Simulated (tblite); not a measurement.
**C₄H₄B₂F₂Si: geometry relaxation (part 2 of 2)**

Continued. System: C₄H₄B₂F₂Si. Method: GFN2-xTB geometry optimisation, gas phase (tblite 0.8.0). It belongs to a series of runs on one base structure; here: C replaced by Si.

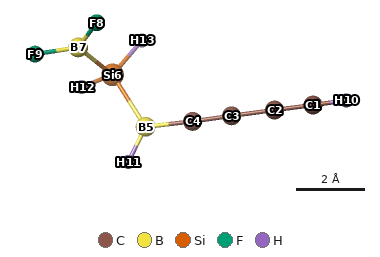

Fig. 1: The geometry at step 136 of the log (ball-and-stick view, seen at a tilt; atoms are numbered from 1 in the order of the input).

## Trajectory as extended XYZ, continued
```
13
Properties=species:S:1:pos:R:3:forces:R:3 step=94 energy=-658.41114
C     4.2358    1.0556    1.2291   -0.0060   0.0010   0.0250
C     3.2219    0.4478    0.9823   -0.0010   0.0030  -0.0080
C     2.0786   -0.2121    0.6928   -0.0180   0.0160  -0.0090
C     1.0340   -0.7885    0.4248   -0.0050   0.0150   0.0050
B    -0.2408   -1.4384    0.0585    0.0030   0.0000   0.0000
Si   -1.4814   -0.5235   -1.1780   -0.0030  -0.0100   0.0000
B    -3.1781   -0.0425   -0.2671   -0.0130   0.0080   0.0190
F    -3.3561    1.0764    0.4194    0.0050  -0.0270  -0.0120
F    -4.2449   -0.8243   -0.2088    0.0320   0.0120   0.0000
H     5.1108    1.5863    1.4568    0.0150  -0.0130  -0.0070
H    -0.4912   -2.4945    0.5050    0.0020  -0.0040   0.0010
H    -1.7763   -1.3950   -2.3343   -0.0200  -0.0010  -0.0090
H    -0.9167    0.6919   -1.7981    0.0090  -0.0020  -0.0050
13
Properties=species:S:1:pos:R:3:forces:R:3 step=105 energy=-658.41457
C     4.1741    1.0825    1.2592    0.0090   0.0240  -0.0010
C     3.1556    0.4859    1.0047   -0.0260   0.0000  -0.0140
C     2.0178   -0.1787    0.7039   -0.0190  -0.0430   0.0100
C     0.9963   -0.7937    0.4312    0.0430   0.0330  -0.0100
B    -0.2382   -1.4890    0.0137   -0.0020   0.0090  -0.0030
Si   -1.4744   -0.5668   -1.2200   -0.0090  -0.0020  -0.0200
B    -3.0997   -0.0039   -0.2304   -0.0310   0.0350   0.0380
F    -3.1849    1.1009    0.4974    0.0100  -0.0630  -0.0430
F    -4.2040   -0.7291   -0.1475    0.0260   0.0210   0.0080
H     5.0536    1.6115    1.4735    0.0050  -0.0150   0.0160
H    -0.4585   -2.5649    0.4265    0.0000   0.0000   0.0020
H    -1.8695   -1.4278   -2.3549    0.0040   0.0040   0.0210
H    -0.8725    0.6123   -1.8752   -0.0070  -0.0030  -0.0060
13
Properties=species:S:1:pos:R:3:forces:R:3 step=116 energy=-658.41566
C     4.1186    1.1213    1.2755    0.0170  -0.0100   0.0180
C     3.1177    0.4976    1.0161   -0.0090   0.0030  -0.0090
C     1.9968   -0.1887    0.7024   -0.0400  -0.0300  -0.0150
C     0.9884   -0.8160    0.4094    0.0370   0.0210   0.0060
B    -0.2332   -1.5267   -0.0213    0.0090   0.0230  -0.0150
Si   -1.4778   -0.5972   -1.2414    0.0050  -0.0100  -0.0210
B    -3.0504    0.0274   -0.2052    0.0180   0.0130   0.0040
F    -3.0513    1.1212    0.5410   -0.0020  -0.0020  -0.0050
F    -4.1885   -0.6375   -0.0978   -0.0140  -0.0120   0.0040
H     4.9926    1.6513    1.5091   -0.0010   0.0080   0.0050
H    -0.4367   -2.6118    0.3734   -0.0040  -0.0110   0.0100
H    -1.9242   -1.4590   -2.3564    0.0000   0.0100   0.0270
H    -0.8565    0.5572   -1.9226   -0.0170  -0.0040  -0.0090
13
Properties=species:S:1:pos:R:3:forces:R:3 step=126 energy=-658.41945
C     4.0536    1.1503    1.3753    0.0020   0.0010   0.0090
C     3.0782    0.5249    1.0347    0.0100   0.0100   0.0070
C     1.9851   -0.1737    0.6559    0.0010  -0.0050   0.0030
C     0.9988   -0.8143    0.3220   -0.0210  -0.0110  -0.0170
B    -0.2033   -1.5529   -0.1199    0.0060   0.0080  -0.0040
Si   -1.5113   -0.6624   -1.2987    0.0060   0.0240   0.0050
B    -2.9496    0.0823   -0.1535   -0.0200   0.0170   0.0500
F    -2.8108    1.1686    0.5921   -0.0040  -0.0220  -0.0300
F    -4.1247   -0.4942    0.0385   -0.0030   0.0020   0.0070
H     4.8995    1.6935    1.6748   -0.0110  -0.0090  -0.0100
H    -0.3758   -2.6450    0.2737    0.0110   0.0010   0.0040
H    -2.1021   -1.5685   -2.3015   -0.0010  -0.0180  -0.0120
H    -0.9420    0.4305   -2.1113    0.0230   0.0010  -0.0130
13
Properties=species:S:1:pos:R:3:forces:R:3 step=136 energy=-658.41995
C     4.0532    1.1456    1.3872    0.0000   0.0100  -0.0030
C     3.0761    0.5274    1.0388    0.0020  -0.0010  -0.0010
C     1.9844   -0.1696    0.6532    0.0040  -0.0020   0.0050
C     0.9997   -0.8079    0.3107   -0.0090   0.0000  -0.0020
B    -0.2013   -1.5488   -0.1283    0.0020  -0.0020  -0.0040
Si   -1.5176   -0.6630   -1.3015   -0.0060   0.0010  -0.0020
B    -2.9513    0.0842   -0.1484    0.0060  -0.0050  -0.0030
F    -2.8057    1.1748    0.5875   -0.0020   0.0120  -0.0030
F    -4.1248   -0.4905    0.0578    0.0020  -0.0060   0.0040
H     4.8985    1.6898    1.6846    0.0030  -0.0040   0.0040
H    -0.3625   -2.6425    0.2651   -0.0030  -0.0060   0.0000
H    -2.1087   -1.5790   -2.2969   -0.0030  -0.0030   0.0010
H    -0.9444    0.4187   -2.1274    0.0030   0.0050   0.0030
13
Properties=species:S:1:pos:R:3:forces:R:3 step=147 energy=-658.42038
C     4.0911    1.1222    1.3817   -0.0090  -0.0030  -0.0020
C     3.1023    0.5209    1.0366    0.0060   0.0000   0.0030
C     1.9981   -0.1593    0.6556    0.0030   0.0040   0.0010
C     1.0024   -0.7823    0.3169   -0.0030   0.0010   0.0000
B    -0.2056   -1.5161   -0.1147    0.0000  -0.0080   0.0010
Si   -1.5207   -0.6446   -1.2999   -0.0030  -0.0010   0.0070
B    -2.9850    0.0632   -0.1602   -0.0060  -0.0030  -0.0040
F    -2.8978    1.1812    0.5435    0.0000  -0.0030  -0.0090
F    -4.1249   -0.5694    0.0670    0.0130   0.0040   0.0050
H     4.9482    1.6474    1.6797    0.0020   0.0020   0.0000
H    -0.3749   -2.6041    0.2921   -0.0010  -0.0030  -0.0020
H    -2.0799   -1.5723   -2.3039    0.0010   0.0100   0.0030
H    -0.9578    0.4525   -2.1120   -0.0020   0.0010  -0.0020
13
Properties=species:S:1:pos:R:3:forces:R:3 step=158 energy=-658.42164
C     4.0221    1.1474    1.4168   -0.0250  -0.0110  -0.0080
C     3.0525    0.5239    1.0559    0.0030   0.0080   0.0170
C     1.9665   -0.1768    0.6583    0.0100   0.0020  -0.0170
C     0.9890   -0.8155    0.2954    0.0340   0.0220   0.0140
B    -0.1972   -1.5646   -0.1686    0.0010  -0.0030  -0.0040
Si   -1.5266   -0.6682   -1.3195    0.0190  -0.0070   0.0090
B    -2.9097    0.1091   -0.1284   -0.0170   0.0090  -0.0010
F    -2.7947    1.2778    0.4830   -0.0010  -0.0250  -0.0130
F    -4.0150   -0.5247    0.2293   -0.0040   0.0090   0.0150
H     4.8626    1.6930    1.7270   -0.0110  -0.0110  -0.0060
H    -0.3374   -2.6718    0.1936   -0.0120  -0.0040  -0.0020
H    -2.1573   -1.5845   -2.2894   -0.0120  -0.0070   0.0030
H    -0.9593    0.3943   -2.1712    0.0130   0.0190  -0.0070
13
Properties=species:S:1:pos:R:3:forces:R:3 step=168 energy=-658.42227
C     4.0111    1.1464    1.4336    0.0030   0.0010   0.0000
C     3.0481    0.5212    1.0594   -0.0040   0.0000   0.0010
C     1.9693   -0.1802    0.6458   -0.0030  -0.0040  -0.0020
C     0.9957   -0.8218    0.2780    0.0030   0.0010   0.0010
B    -0.1923   -1.5687   -0.1862   -0.0010   0.0010   0.0020
Si   -1.5291   -0.6683   -1.3250   -0.0030   0.0010   0.0000
B    -2.9009    0.1146   -0.1226   -0.0050   0.0010   0.0060
F    -2.8088    1.3175    0.4216    0.0000  -0.0050  -0.0040
F    -3.9649   -0.5397    0.3155    0.0080   0.0030  -0.0040
H     4.8474    1.6904    1.7561    0.0000   0.0000   0.0000
H    -0.3363   -2.6767    0.1725    0.0010   0.0020  -0.0010
H    -2.1765   -1.5880   -2.2821    0.0020   0.0020   0.0000
H    -0.9672    0.3925   -2.1843   -0.0020  -0.0030   0.0010
```

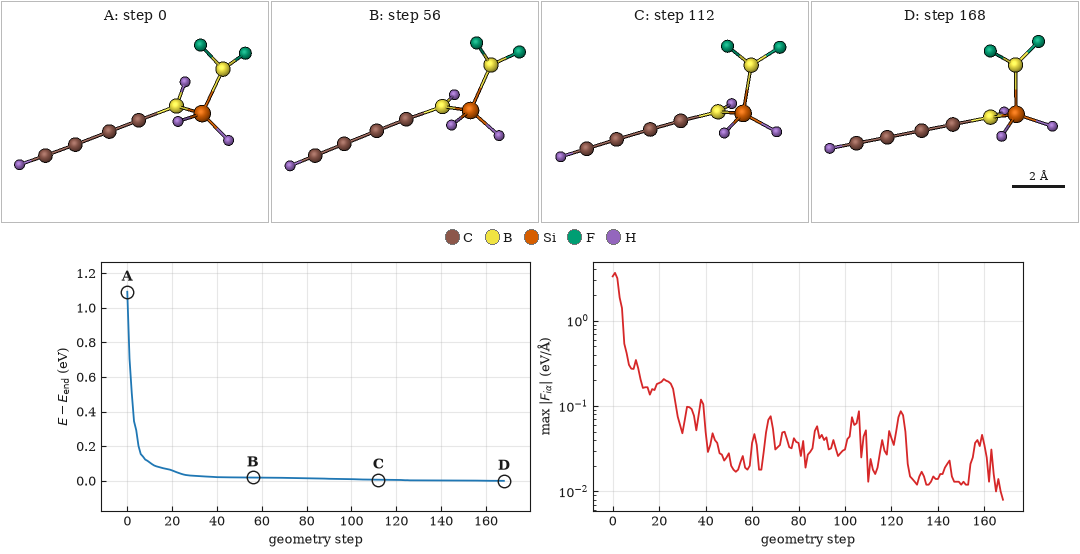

Fig. 2: Frames of the relaxation (ball-and-stick view, seen at a tilt) above the curves, on which the letters mark them (steps are counted from 0).

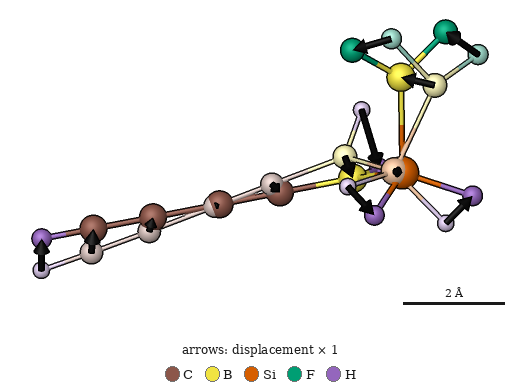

Fig. 3: Start (faint) and end (solid) with the displacements as black arrows, at true length (ball-and-stick view, seen at a tilt). The two geometries are laid on each other by the best rigid fit. The energy falls by 1.093 eV in 168 geometry steps. Largest force component: 3.3 eV/Å at the start, 0.008 eV/Å at the end. The largest move after the best rigid fit is that of H11, 1.34 Å. By element the largest moves are H 1.34 Å, F 1.00 Å, B 0.69 Å, C 0.52 Å, Si 0.21 Å. Distances before and after: B7–F8 1.455 → 1.323 Å, C4–B5 1.554 → 1.478 Å, C2–C3 1.405 → 1.352 Å, Si6–B7 1.943 → 1.985 Å. Among the angles that change: H12–Si6–H13 112.7° → 103.7°, Si6–B7–F8 115.6° → 124.0°, Si6–B7–F9 116.9° → 124.1°. (Atoms are counted from 1 in the order of the input.)

The run was set up as follows.

## Input
```
{"job": {"kind": "relax", "xc": "GFN2-xTB", "basis": "xTB"}, "charge": 0, "multiplicity": 1}
C      4.421200     0.887800     1.177100
C      3.319000     0.413700     0.911400
C      2.063200    -0.153300     0.638500
C      0.972900    -0.630000     0.395800
B     -0.407200    -1.278600     0.097000
Si    -1.499200    -0.423800    -1.282900
B     -3.282300    -0.254200    -0.529700
F     -3.498500     0.909600     0.316400
F     -3.919400    -1.477500    -0.063500
H      5.366600     1.301000     1.419800
H     -0.991600    -1.897300     0.924300
H     -1.507800    -1.227900    -2.502400
H     -1.041300     0.969800    -1.519400
```

The first line tells a small driver script what to run in tblite; the rest is the geometry in Å.

Launch command:
```bash
OMP_NUM_THREADS=1 python <driver script> task.json out
```

## Key numbers

| quantity | value |
| --- | --- |
| outcome | converged |
| total energy | −658.4223 eV |
| hardware | 1 CPU thread, shared host |
| wall time | 2 s |
| peak memory | 0.18 GiB |
